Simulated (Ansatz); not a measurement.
# Ge (diamond structure), cut as [100] wire, round, centred on atom, 2.26 nm across

Method: PBE (plane waves to 420 eV, PAW; Ansatz, a quantum-chemistry and plane-wave program).

k-points: Γ-centred 1×1×5 mesh; occupations: Fermi-Dirac, 0.020 eV; spin polarisation not allowed. Scalar-relativistic, no spin-orbit coupling.

 The relaxation kept the symmetry of its start, so a lower minimum of less symmetry isn't excluded. The period along the axis is held at the bulk value.

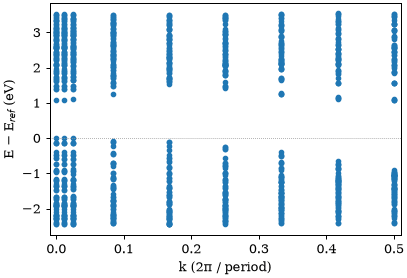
*Levels along the axis at 9 k-points, drawn as points, zero at the top of the valence band*

Electronic character: not metallic; Kohn-Sham band gap: 1.08 eV. Only levels within the plotted window are shown.
